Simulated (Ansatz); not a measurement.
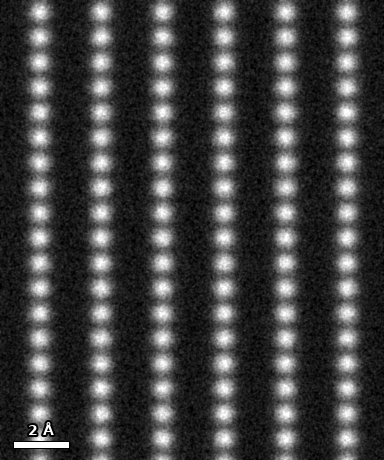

HAADF-like image of a crystal. The image is simulated as a sum over atoms of Z^1.6, blurred by a 0.50 Å probe (no channelling). The probe carries 15 % of its weight in a tail 2.5 times as wide. The display is stretched by a gamma of 0.65; percentages refer to the linear signal. Shot noise was added.

> Measure the repeat of the pattern.

The pattern repeats on a rectangular net of 0.9 × 2.2 Å.

> Which plane group does this projection have?

p2mm: mirror lines in two perpendicular directions, with twofold points where they cross.

> How many columns does the smallest repeating cell hold, and how many levels of brightness?

1 column in the primitive cell of 2.1 Å², all of one brightness.

The crystal is W (Im-3m, No. 229) seen along [211]. Structure: a calculation's starting geometry.
